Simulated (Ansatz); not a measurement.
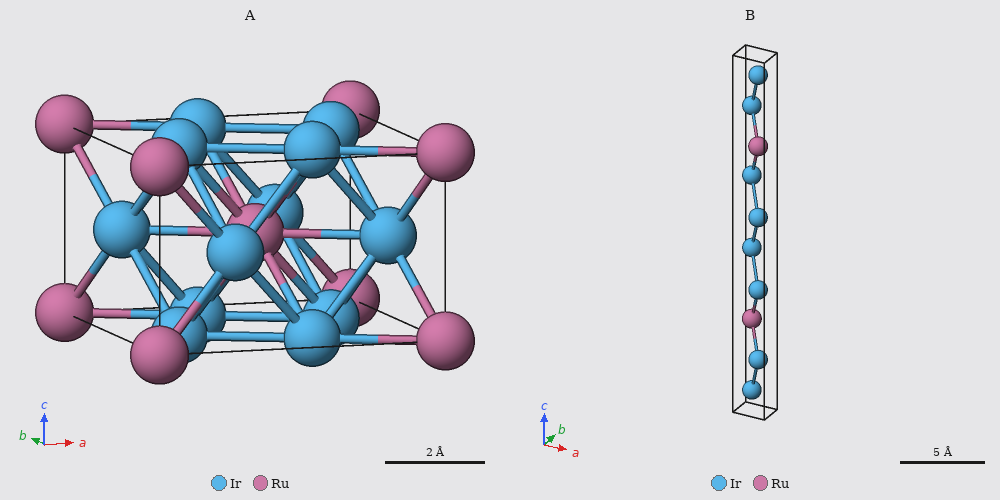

Two structures of Ir₄Ru, each relaxed to rest (conventional cells in solid outline, small ones repeated, not to one scale). Method: Ansatz, DFT PBE, scalar-relativistic, plane waves, PAW, without spin polarisation.

Question: Name structures A and B.

Answer: A: 10 atoms a cell on a body-centred tetragonal lattice, I4/m. B: 10 atoms a cell on a primitive hexagonal lattice, P6_3/mmc.

Question: Which is the more stable form at this level of theory?

Answer: A is lower, by 53 meV/atom at this level of theory (energies at zero smearing). Volumes: A 14.3, B 14.4 Å³/atom.

One or both may be structure types tried for this composition rather than known phases.
